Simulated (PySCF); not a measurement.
# BH2O2F (SMILES OB(O)F): levels of theory compared

Aim: a comparison of 5 runs (HF/STO-3G, HF/aug-cc-pVDZ, B3LYP/6-31G*, B2PLYP/def2-TZVP) of BH2O2F. 

Program for the calculation: PySCF 2.14.0.

## 1. The structure to begin with

The species is BH2O2F (6 atoms), meant as a singlet with charge 0. As SMILES, `OB(O)F`. The coordinates come from a PBE0-D4/def2-TZVP relaxation. This is one conformer, not always the lowest.

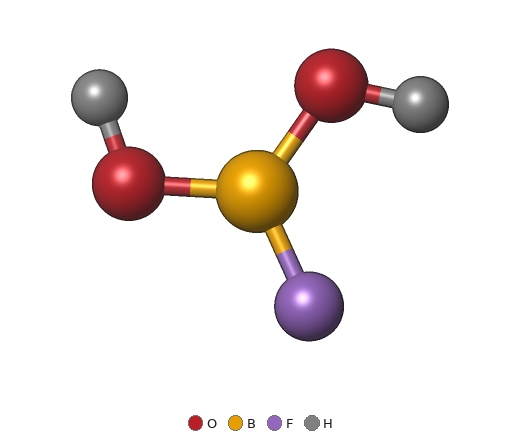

Viewed from a chosen angle; oxygen red, boron amber, fluorine purple, hydrogen grey.

## 2. Energy and gradient at HF/STO-3G (run 1)

File input.py:

```python
import pyscf.grad
from pyscf import gto, scf

molecule = gto.M(
    atom=[
    ('O', (-0.477500, 0.971000, -0.208400)),
    ('B', (-0.023800, -0.307500, -0.106500)),
    ('O', (0.989400, -0.635200, 0.726100)),
    ('F', (-0.573100, -1.280600, -0.833200)),
    ('H', (-1.198900, 1.066100, -0.834300)),
    ('H', (1.326000, 0.122200, 1.210000)),
],
    verbose=4,
    charge=0,
    basis='sto-3g',
    max_memory=1860,
)

mf = scf.RHF(molecule)
mf.conv_tol = 1e-10
mf.kernel()
if not mf.converged:
    mf = mf.newton().run(mf.mo_coeff, mf.mo_occ)

etot = mf.e_tot
print('E(%s) = %.9f' % ('HF', etot))
grad = mf.Gradients().kernel()
dip = mf.dip_moment()
pop, q = mf.mulliken_pop()
```

Started as:

```
$ OMP_NUM_THREADS=1 python input.py
```

The program printed:

```text
PySCF version 2.14.0

[... 60 lines left out ...]
converged SCF energy = -271.412450841859
[... 13 lines left out ...]
Dipole moment(X, Y, Z, Debye): -0.51473,  1.39618, -0.12897
[... 29 lines left out ...]
charge of    5H =      0.21655
```

It took 2.2 s on 1 thread of Intel Xeon at 2.50GHz (Skylake/Cascade Lake), shared host; peak memory 0.12 GiB.

## 3. Energy and gradient at HF/aug-cc-pVDZ (run 2)

File calc.py:

```python
# OB(O)F
import pyscf.grad
from pyscf import gto, scf

mol = gto.M(
    atom='''
O       -0.477500       0.971000      -0.208400
B       -0.023800      -0.307500      -0.106500
O        0.989400      -0.635200       0.726100
F       -0.573100      -1.280600      -0.833200
H       -1.198900       1.066100      -0.834300
H        1.326000       0.122200       1.210000
''',
    charge=0,
    max_memory=1860,
    verbose=3,
    basis='aug-cc-pvdz',
)

hf = scf.RHF(mol)
hf.conv_tol = 1e-10
hf.kernel()
if not hf.converged:
    hf = hf.newton().run(hf.mo_coeff, hf.mo_occ)

energy = hf.e_tot
print(f'total energy: {energy:.8f} hartree')
grad = hf.Gradients().kernel()
hf.analyze()
```

Started as:

```
$ OMP_NUM_THREADS=1 python calc.py
```

The program printed:

```text
converged SCF energy = -275.234413301798
[... 16 lines left out ...]
MO #6   energy= -1.40765798635588  occ= 2
[... 12 lines left out ...]
MO #19  energy= 0.0564524409868721 occ= 0
[... 12 lines left out ...]
MO #32  energy= 0.280523496161065  occ= 0
[... 12 lines left out ...]
MO #45  energy= 0.572678782756671  occ= 0
[... 12 lines left out ...]
MO #58  energy= 1.01091653879737   occ= 0
[... 12 lines left out ...]
MO #71  energy= 1.59552799614357   occ= 0
[... 12 lines left out ...]
MO #84  energy= 2.25137251001421   occ= 0
[... 12 lines left out ...]
MO #97  energy= 3.67910949056024   occ= 0
[... 12 lines left out ...]
MO #110 energy= 5.13209034540101   occ= 0
[... 7 lines left out ...]
Dipole moment(X, Y, Z, Debye): -0.46155,  1.90766,  0.04124
```

It took 24 s on 1 thread of Intel Xeon at 2.50GHz (Skylake/Cascade Lake), shared host; peak memory 0.26 GiB.

Runs 3 to 4 aren't shown in full; the table further down has their settings and results.

## 4. The energy at B2PLYP/def2-TZVP (run 5)

File run.py:

```python
from pyscf import gto, dft, mp

mol = gto.M(
    atom='''
O     -0.902344     1.834924    -0.393819
B     -0.044975    -0.581091    -0.201256
O      1.869695    -1.200354     1.372130
F     -1.083002    -2.419983    -1.574520
H     -2.265593     2.014637    -1.576599
H      2.505777     0.230925     2.286569
''',
    basis='def2-tzvp',
    verbose=4,
    charge=0,
    max_memory=1860,
    unit='bohr',
)

calc0 = dft.RKS(mol, xc='0.53*HF + 0.47*B88, 0.73*LYP')
calc0.grids.level = 5
calc0.conv_tol = 1e-10
calc0.kernel()
if not calc0.converged:
    calc0 = calc0.newton().run(calc0.mo_coeff, calc0.mo_occ)

pt = mp.MP2(calc0, frozen=4).run()
energy = calc0.e_tot + 0.27 * pt.e_corr
print('PT2 part  %.8f' % (0.27 * pt.e_corr))
print('E = %.10f Eh' % energy)
calc0.analyze()
```

Started as:

```
$ OMP_NUM_THREADS=1 python run.py
```

The program printed:

```text
PySCF version 2.14.0

[... 93 lines left out ...]
DFT Exchange-Correlation Energy =      -32.207987237631713
[... 18 lines left out ...]
MO #17  energy= 0.0458953553886836 occ= 0
[... 16 lines left out ...]
MO #34  energy= 0.607501517310459  occ= 0
[... 16 lines left out ...]
MO #51  energy= 1.3930137591479    occ= 0
[... 16 lines left out ...]
MO #68  energy= 2.35060138058349   occ= 0
[... 16 lines left out ...]
MO #85  energy= 3.08598113717937   occ= 0
[... 16 lines left out ...]
MO #102 energy= 5.6127673302855    occ= 0
[... 16 lines left out ...]
MO #119 energy= 7.10192140292016   occ= 0
[... 16 lines left out ...]
MO #136 energy= 57.8446322641277   occ= 0
[... 145 lines left out ...]
Dipole moment(X, Y, Z, Debye): -0.45793,  1.90015,  0.04272
```

Run time: 44 s. Hardware: 1 thread of Intel Xeon at 2.50GHz (Skylake/Cascade Lake), shared host; peak memory 0.82 GiB.

## 5. The series

| run | level | integration grid | Cartesian functions | energy (Eh) | dipole moment (D) | HOMO energy (eV) | LUMO energy (eV) | wall time |
| --- | --- | --- | --- | --- | --- | --- | --- | --- |
| 1 | HF/STO-3G | – | no | -271.412451 | 1.49 | -10.46 | 10.43 | 2.2 s |
| 2 | HF/aug-cc-pVDZ | – | no | -275.234413 | 1.96 | -14.23 | 0.90 | 24 s |
| 3 | B3LYP/6-31G* (spherical functions) | 5 | no | -276.497783 | 1.91 | -8.89 | 1.67 | 26 s |
| 4 | B3LYP/6-31G* (Cartesian functions) | 5 | yes | -276.502000 | 1.91 | -8.90 | 1.62 | 27 s |
| 5 | B2PLYP/def2-TZVP | 5 | no | -276.472104 | 1.96 | -11.42 | 1.25 | 44 s |

## 6. Results

| quantity | value |
| --- | --- |
| run 5: total energy | -276.47210 Eh |
| run 5: dipole moment (SCF part) | 1.96 D |
| run 5: HOMO energy (SCF part's orbitals) | -11.42 eV |
| run 5: LUMO energy (SCF part's orbitals) | 1.25 eV |
| run 5: HOMO–LUMO gap (SCF part's orbitals) | 12.67 eV |

**Reading.** The dipole moment (its size) runs from 1.49 D (HF/STO-3G) to 1.96 D (HF/aug-cc-pVDZ). The HOMO–LUMO gap runs from 10.52 eV (B3LYP/6-31G*) to 20.89 eV (HF/STO-3G). The two ends differ in method and basis. Totals of different functionals can't be ranked against each other. In run 1 the basis is minimal, so the values are rough. All runs together took 2.1 min, the longest 44 s.
